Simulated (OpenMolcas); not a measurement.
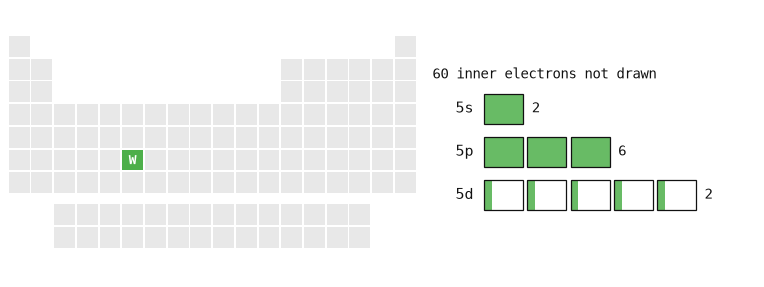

Left, the place of tungsten in the periodic table; right, the outer shells of the leading configuration of the lowest level: a box for each of the 2l + 1 orbitals, shaded by the share of the shell that is filled, with the electron count at the right.

## Multiconfigurational calculation for W⁴⁺ complex

W⁴⁺ with 6 ligands (NH3; octahedron, 2.02 Å), with no charges around it. Computed at this level: state-averaged CASSCF, active space 2 electrons in the shell 5d, basis ANO-RCC-VTZP on the metal and ANO-RCC-VDZP on the ligands, DKH2 scalar Hamiltonian, spin-orbit coupling by RASSI with atomic mean-field integrals (OpenMolcas).

### The program's output (extracts)
```
--- SEWARD ---
Basis set label: W.ANO-RCC...8S7P5D3F2G1H.

      Electronic valence basis set:
      ------------------
      Associated Effective Charge  74.000000 au
      Associated Actual Charge     74.000000 au
      Nuclear Model: Point charge

      Shell  nPrim  nBasis  Cartesian Spherical Contaminant
         s      24       8        X
         p      21       7        X
         d      15       5                 X
         f      11       3                 X
         g       4       2                 X
         h       2       1                 X
                  Relativistic Douglas-Kroll-Hess integrals:
                    - DKH order of Hamiltonian: 2
                    - DKH order of Properties : 0
                  Atomic mean-field integrals
--- RASSCF ---
Wave function specifications:
      -----------------------------

      Number of closed shell electrons         128
      Number of electrons in active shells       2
      Max number of holes in RAS1 space          0
      Max nr of electrons in RAS3 space          0
      Number of inactive orbitals               64
      Number of active orbitals                  5
      Number of secondary orbitals             209
      Spin quantum number                      1.0
      State symmetry                             1
Orbital specifications:
      -----------------------

      Symmetry species                           1   2
                                                ag  au
      Frozen orbitals                            0   0
      Inactive orbitals                         30  34
      Active orbitals                            5   0
      RAS1 orbitals                              0   0
      RAS2 orbitals                              5   0
      RAS3 orbitals                              0   0
      Secondary orbitals                       103 106
      Deleted orbitals                           0   0
      Number of basis functions                138 140
      Number of CSFs                            10
      Number of root(s) required                10
      Iter CI   SX   CI       RASSCF       Energy    max ROT     max BLB   max BLB  Level Ln srch  Step   QN
          iter iter root      energy       change     param      element    value   shift minimum  type update
 Nr of preliminary CI iterations:   1
      Total energies have been shifted. Add               -16000.00 au
        1   1   17    0  -462.42576559    0.00E+00  -1.60E-01*  30  33 1 -3.88E-01*  0.67   0.00    SX    NO
        2   1   18    0  -462.94110116   -5.15E-01* -9.17E-02   30  33 1 -2.22E-01*  0.68   0.00    SX    NO
        3   1   16    0  -463.04014125   -9.90E-02*  4.31E-02   30  33 1 -1.09E-01*  0.73   0.00    SX    NO
        4   1   16    0  -463.06260914   -2.25E-02* -1.96E-02   13  38 2 -5.06E-02*  0.74   0.00    SX    NO
        5   1   15    0  -463.06929583   -6.69E-03*  2.11E-02   13  38 2  4.14E-02*  0.74   1.02    QN   YES
        6   1   14    0  -463.07292415   -3.63E-03*  6.20E-03   11  36 2  1.09E-02*  0.74   1.32    QN   YES
        7   1   13    0  -463.07319181   -2.68E-04* -1.10E-03   25  89 1 -9.64E-04*  0.74   1.09    QN   YES
        8   1   11    0  -463.07320103   -9.22E-06* -5.25E-04   25  89 1 -4.03E-04*  0.74   1.48    LS   YES
        9   1   11    0  -463.07320212   -1.09E-06* -2.90E-04   11  36 2 -4.93E-04*  0.74   1.01    QN   YES
       10   1   10    0  -463.07320308   -9.64E-07* -1.56E-04   25  45 1  1.46E-04*  0.74   1.54    LS   YES
       11   1   10    0  -463.07320322   -1.35E-07* -1.53E-04   11  46 2 -1.30E-04*  0.74   1.00    QN   YES
       12   1    9    0  -463.07320335   -1.36E-07* -1.78E-04   11  46 2 -5.34E-05   0.74   2.17    LS   YES
       13   1    9    0  -463.07320341   -5.57E-08* -4.51E-05   11  46 2  3.60E-05   0.74   1.00    QN   YES
       14   1    8    0  -463.07320342   -1.34E-08* -4.96E-05   11  46 2  1.44E-05   0.74   1.89    QN   YES
       15   1    6    0  -463.07320343   -5.10E-09   1.12E-05   25  89 1 -5.35E-06   0.74   1.12    QN   YES
      Convergence after 15 iterations
       16   1    6    0  -463.07320343   -4.66E-10   1.12E-05   25  89 1 -3.38E-06   0.74   1.12    QN   YES
      Natural orbitals and occupation numbers for root  1
      sym 1:   0.000769   0.999231  -0.000000   0.999231   0.000769
      Natural orbitals and occupation numbers for root  2
      sym 1:   0.999231   0.000769   0.000000   0.999231   0.000769
      Natural orbitals and occupation numbers for root  3
      sym 1:  -0.000000   0.999998   0.000002   0.999998   0.000002
::    RASSCF root number  1 Total energy: -16463.29063933
::    RASSCF root number  2 Total energy: -16463.29063933
::    RASSCF root number  3 Total energy: -16463.28772978
::    RASSCF root number  4 Total energy: -16463.03318850
::    RASSCF root number  5 Total energy: -16463.03318850
::    RASSCF root number  6 Total energy: -16463.03166469
::    RASSCF root number  7 Total energy: -16462.99899782
::    RASSCF root number  8 Total energy: -16462.99899782
::    RASSCF root number  9 Total energy: -16462.99757305
::    RASSCF root number 10 Total energy: -16462.76941547
--- RASSCF ---
Wave function specifications:
      -----------------------------

      Number of closed shell electrons         128
      Number of electrons in active shells       2
      Max number of holes in RAS1 space          0
      Max nr of electrons in RAS3 space          0
      Number of inactive orbitals               64
      Number of active orbitals                  5
      Number of secondary orbitals             209
      Spin quantum number                      0.0
      State symmetry                             1
Orbital specifications:
      -----------------------

      Symmetry species                           1   2
                                                ag  au
      Frozen orbitals                            0   0
      Inactive orbitals                         30  34
      Active orbitals                            5   0
      RAS1 orbitals                              0   0
      RAS2 orbitals                              5   0
      RAS3 orbitals                              0   0
      Secondary orbitals                       103 106
      Deleted orbitals                           0   0
      Number of basis functions                138 140
      Number of CSFs                            15
      Number of root(s) required                15
      Iter CI   SX   CI       RASSCF       Energy    max ROT     max BLB   max BLB  Level Ln srch  Step   QN
          iter iter root      energy       change     param      element    value   shift minimum  type update
 Nr of preliminary CI iterations:   1
      Total energies have been shifted. Add               -16000.00 au
        1   1   14    0  -463.03058862    0.00E+00  -9.14E-03   34  49 1 -4.70E-03*  0.72   0.00    SX    NO
        2   1   13    0  -463.03105500   -4.66E-04*  4.04E-03   29  33 1 -2.73E-03*  0.72   0.00    SX    NO
        3   1   12    0  -463.03118360   -1.29E-04*  2.15E-03   29  33 1 -1.56E-03*  0.72   0.00    SX    NO
        4   1   12    0  -463.03122657   -4.30E-05*  1.19E-03   29  33 1 -1.01E-03*  0.72   0.00    SX    NO
        5   1   12    0  -463.03124290   -1.63E-05*  1.65E-03   29  33 1 -5.44E-04*  0.72   2.40    LS   YES
        6   1   12    0  -463.03125132   -8.42E-06*  1.26E-03   16  36 2 -2.05E-03*  0.72   1.01    QN   YES
        7   1   11    0  -463.03125485   -3.53E-06*  3.57E-04   16  36 2  1.15E-03*  0.72   0.74    QN   YES
        8   1   10    0  -463.03125673   -1.88E-06* -7.56E-04   16  36 2  2.04E-04*  0.72   1.71    QN   YES
        9   1    9    0  -463.03125777   -1.04E-06* -4.43E-04   16  36 2 -2.18E-04*  0.72   1.35    QN   YES
       10   1    9    0  -463.03125798   -2.12E-07* -1.25E-04   16  36 2 -1.19E-04*  0.72   1.30    QN   YES
       11   1    8    0  -463.03125802   -3.50E-08*  6.28E-05   33  86 1  1.48E-05   0.72   1.36    QN   YES
       12   1    7    0  -463.03125803   -9.27E-09   4.60E-05   16  36 2  2.03E-05   0.72   1.69    QN   YES
      Convergence after 12 iterations
       13   1    7    0  -463.03125803   -3.55E-09   4.60E-05   16  36 2  1.57E-05   0.72   1.69    QN   YES
      Natural orbitals and occupation numbers for root  1
      sym 1:   0.286195   0.286195   0.000003   1.427603   0.000003
      Natural orbitals and occupation numbers for root  2
      sym 1:   0.000325   0.987339   0.000301   1.011900   0.000135
      Natural orbitals and occupation numbers for root  3
      sym 1:   0.951275   0.002490   0.000147   1.045872   0.000216
::    RASSCF root number  1 Total energy: -16463.24906093
::    RASSCF root number  2 Total energy: -16463.24794981
::    RASSCF root number  3 Total energy: -16463.24794981
::    RASSCF root number  4 Total energy: -16463.24467247
::    RASSCF root number  5 Total energy: -16463.24467247
::    RASSCF root number  6 Total energy: -16463.18711984
::    RASSCF root number  7 Total energy: -16462.99268950
::    RASSCF root number  8 Total energy: -16462.99268950
::    RASSCF root number  9 Total energy: -16462.99078022
::    RASSCF root number 10 Total energy: -16462.98117872
::    RASSCF root number 11 Total energy: -16462.98117872
::    RASSCF root number 12 Total energy: -16462.97977492
::    RASSCF root number 13 Total energy: -16462.72507435
::    RASSCF root number 14 Total energy: -16462.72507435
::    RASSCF root number 15 Total energy: -16462.67900486
--- RASSI ---
SPIN-FREE ENERGIES:
  (Shifted by EMIN (a.u.) =     -16463.2906393308)

 SF State       Relative EMIN(au)   Rel lowest level(eV)    D:o, cm**(-1)

     1             0.0000000000        0.0000000000              0.0000
     2             0.0000000000        0.0000000000              0.0000
     3             0.0029095517        0.0791729353            638.5728
    11             0.0415784001        1.1314059037           9125.4040
    12             0.0426895210        1.1616410455           9369.2669
    13             0.0426895210        1.1616410455           9369.2669
    14             0.0459668589        1.2508219520          10088.5594
    15             0.0459668589        1.2508219520          10088.5594
    16             0.1035194922        2.8169088863          22719.9024
     4             0.2574508335        7.0055940695          56503.9268
     5             0.2574508335        7.0055940695          56503.9268
     6             0.2589746388        7.0470589251          56838.3634
     7             0.2916415073        7.9359697000          64007.9123
     8             0.2916415073        7.9359697000          64007.9123
     9             0.2930662791        7.9747397172          64320.6136
    17             0.2979498263        8.1076278058          65392.4283
    18             0.2979498263        8.1076278058          65392.4283
    19             0.2998591103        8.1595820711          65811.4677
    20             0.3094606118        8.4208522367          67918.7537
    21             0.3094606118        8.4208522367          67918.7537
    22             0.3108644154        8.4590516762          68226.8530
    10             0.5212238643       14.1832238924         114395.4155
    23             0.5655649769       15.3898070329         124127.1648
    24             0.5655649769       15.3898070329         124127.1648
    25             0.6116344730       16.6434218864         134238.2505
     Dipole printing threshold changed to   1.00000000E+00
Eigenvalues of complex Hamiltonian:
   -----------------------------------
  (Shifted by EMIN (a.u.) =     -16463.2906393308)

 SO State       Relative EMIN(au)   Rel lowest level(eV)    D:o, cm**(-1)

     1            -0.0089803810        0.0000000000              0.0000
     2            -0.0089803810        0.0000000003              0.0000
     3            -0.0078588273        0.0305190311            246.1526
     4            -0.0078588273        0.0305190304            246.1526
     5            -0.0071090381        0.0509218338            410.7123
     6             0.0054717413        0.3932622818           3171.8742
     7             0.0070540732        0.4363197275           3519.1559
     8             0.0070540732        0.4363197273           3519.1559
     9             0.0105857715        0.5324221327           4294.2741
    10             0.0417200023        1.3796277134          11127.4479
    11             0.0430840527        1.4167454150          11426.8224
    12             0.0430840527        1.4167454148          11426.8224
    13             0.0460978864        1.4987560079          12088.2824
    14             0.0460978864        1.4987560075          12088.2824
    15             0.1047207222        3.0939646345          24954.5077
    16             0.2523059586        7.1099635071          57345.7231
    17             0.2544559408        7.1684675025          57817.5896
    18             0.2548401390        7.1789220692          57901.9114
    19             0.2548401390        7.1789220694          57901.9114
    20             0.2589950440        7.2919827940          58813.8076
    21             0.2589950440        7.2919827945          58813.8076
    22             0.2601615435        7.3237248617          59069.8247
    23             0.2601615435        7.3237248613          59069.8247
    24             0.2604379141        7.3312452889          59130.4810
    25             0.2854258487        8.0112016291          64614.6987
    26             0.2879371453        8.0795374918          65165.8646
    27             0.2887425376        8.1014533321          65342.6278
    28             0.2887425376        8.1014533320          65342.6278
    29             0.2893737107        8.1186284273          65481.1543
    30             0.2893737107        8.1186284278          65481.1543
    31             0.2905495536        8.1506247416          65739.2220
    32             0.2977043816        8.3453175317          67309.5252
    33             0.2977043816        8.3453175314          67309.5252
    34             0.3052084655        8.5495140548          68956.4813
    35             0.3052084654        8.5495140544          68956.4812
    36             0.3064237268        8.5825830003          69223.2003
    37             0.3115676427        8.7225560836          70352.1593
    38             0.3115676427        8.7225560832          70352.1593
    39             0.3127786394        8.7555089817          70617.9424
    40             0.5229663217       14.4750071898         116748.8065
    41             0.5229663217       14.4750071899         116748.8065
Weights of the five most important spin-orbit-free states for each spin-orbit state.

 SO State  Total energy (au)           Spin-free states, spin, and weights
 -------------------------------------------------------------------------------------------------------
    1        -0.008980       2 1.0  0.4848    1 1.0  0.4677   14 0.0  0.0237    3 1.0  0.0164    4 1.0  0.0033
    2        -0.008980       1 1.0  0.4848    2 1.0  0.4677   15 0.0  0.0237    3 1.0  0.0164    5 1.0  0.0033
    3        -0.007859       2 1.0  0.4095    3 1.0  0.3721    1 1.0  0.1838   12 0.0  0.0284    6 1.0  0.0027
    4        -0.007859       1 1.0  0.4095    3 1.0  0.3721    2 1.0  0.1838   13 0.0  0.0284    6 1.0  0.0027
    5        -0.007109       3 1.0  0.5690    1 1.0  0.1983    2 1.0  0.1983   11 0.0  0.0295   19 0.0  0.0021
    6         0.005472       1 1.0  0.4986    2 1.0  0.4986    6 1.0  0.0011   22 0.0  0.0008    5 1.0  0.0003
    7         0.007054       3 1.0  0.5906    2 1.0  0.2981    1 1.0  0.1078    4 1.0  0.0008   12 0.0  0.0005
    8         0.007054       3 1.0  0.5906    1 1.0  0.2981    2 1.0  0.1078    5 1.0  0.0008   13 0.0  0.0005
    9         0.010586       3 1.0  0.4001    2 1.0  0.2852    1 1.0  0.2852   16 0.0  0.0270    8 1.0  0.0009
   10         0.041720      11 0.0  0.9647    3 1.0  0.0172    2 1.0  0.0065    1 1.0  0.0065    4 1.0  0.0018
   11         0.043084      13 0.0  0.9106   12 0.0  0.0481    3 1.0  0.0167    2 1.0  0.0090    1 1.0  0.0054
   12         0.043084      12 0.0  0.9106   13 0.0  0.0481    3 1.0  0.0167    1 1.0  0.0090    2 1.0  0.0054
```

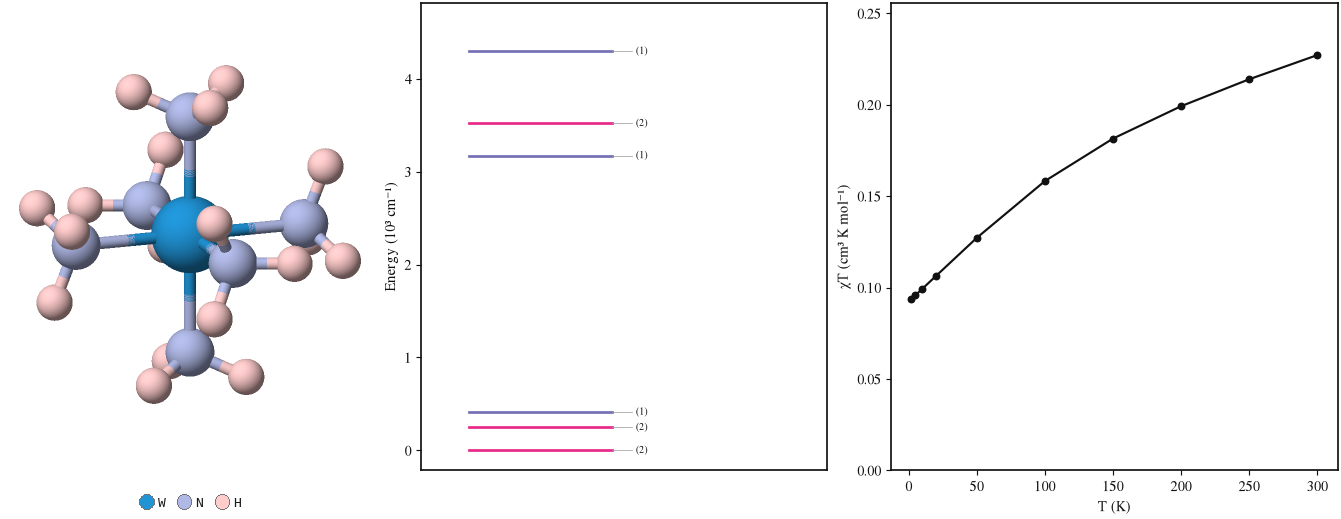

W⁴⁺ (5d²) with 6 ligands, NH₃, at 2.02 Å (arrangement: octahedron, Ci), and its levels and susceptibility. Labels give the representation in O, Td, D4 or D3 as the site allows (double group for half-integer spin) where it could be assigned and, in brackets, the degeneracy; spin-free states, where drawn, share the zero of the spin-orbit levels. Powder susceptibility by Van Vleck's formula. The ground level is doubly degenerate, 97 % from states of spin multiplicity 3. Its principal g values are 0.00, 0.00 and 1.72, easy-axis. The next level lies at 246 cm⁻¹. χT is 0.0936 cm³ K mol⁻¹ at 2 K and 0.227 at 300 K, an effective moment of 1.35 μB. The active orbitals hold 66 to 86 % metal character (Löwdin), and the Mulliken charge of the metal is +2.80.

### The input
```
&GATEWAY
Coord
25

W 0.0 0.0 0.0
N 2.020000 0.000000 0.000000
H 2.402099 0.945728 0.000000
H 2.402099 -0.472864 0.819024
H 2.402099 -0.472864 -0.819024
N 0.000000 2.020000 0.000000
H 0.000000 2.402099 0.945728
H 0.819024 2.402099 -0.472864
H -0.819024 2.402099 -0.472864
N -2.020000 0.000000 0.000000
H -2.402099 -0.945728 0.000000
H -2.402099 0.472864 -0.819024
H -2.402099 0.472864 0.819024
N 0.000000 -2.020000 0.000000
H 0.000000 -2.402099 -0.945728
H -0.819024 -2.402099 0.472864
H 0.819024 -2.402099 0.472864
N 0.000000 0.000000 2.020000
H 0.945728 0.000000 2.402099
H -0.472864 0.819024 2.402099
H -0.472864 -0.819024 2.402099
N 0.000000 0.000000 -2.020000
H -0.945728 0.000000 -2.402099
H 0.472864 -0.819024 -2.402099
H 0.472864 0.819024 -2.402099
Basis=W.ANO-RCC-VTZP,H.ANO-RCC-VDZP,N.ANO-RCC-VDZP
Group=XYZ
NoMove
AngMom=0.0 0.0 0.0
AMFI
RICD
&SEWARD
&RASSCF
FileOrb=start.orb
Symmetry=1
Spin=3
nActEl=2 0 0
Inactive=30 34
Ras2=5 0
CIRoot=10 10 1
SDav=10
CIMx=300
Iter=150 100
PrWF=0.3
OrbListing=Nothing
MaxOrb=0
LevShft=1.0
>>> COPY $Project.JobIph JOB001
&RASSCF
FileOrb=start.orb
Symmetry=1
Spin=1
nActEl=2 0 0
Inactive=30 34
Ras2=5 0
CIRoot=15 15 1
SDav=15
CIMx=300
Iter=150 100
PrWF=0.3
OrbListing=Nothing
MaxOrb=0
LevShft=1.0
>>> COPY $Project.JobIph JOB002
&RASSI
NrOfJobIphs=2 10 15
1 2 3 4 5 6 7 8 9 10
1 2 3 4 5 6 7 8 9 10 11 12 13 14 15
IphNames
JOB001
JOB002
EJob
SpinOrbit
DIPRint=1.0
SOCoupling=1000.0
Subsets=2
Property=9
'ANGMOM' 1 'ANGMOM' 2 'ANGMOM' 3 'MLTPL  1' 1 'MLTPL  1' 2 'MLTPL  1' 3
'AMFI' 1 'AMFI' 2 'AMFI' 3
SOProperty=3
'ANGMOM' 1 'ANGMOM' 2 'ANGMOM' 3
```

The file start.orb holds starting orbitals from an earlier step. A driver script formed the levels outside the program, from RASSI's spin-orbit matrix and the active-space energies, averaged over the components of each term or state.

Command:
```bash
OMP_NUM_THREADS=1 MOLCAS_MEM=2457 MOLCAS_PROJECT=a pymolcas a.inp > a.log  # once for each step of the input, in one work folder
```

### Results in brief

- outcome: converged
- energy of the lowest spin-free term: −16463.29064 hartree
- energy of the lowest spin-orbit level: −16463.29962 hartree
- largest spread among components of a term: 0.0 cm⁻¹
- hardware: 1 thread of AMD EPYC (Zen 5), 16 GiB of memory available, shared host
- wall time: 67 s
- peak memory: 0.65 GiB

### Notes

Without dynamic correlation the splittings between terms come out too large, often by 20 to 50 %. To bear in mind: orbital doublet at a regular site, Jahn-Teller distortion not allowed for; covalent bonds, ligand orbitals missing from the active space; distances are set from ionic radii, not optimised.
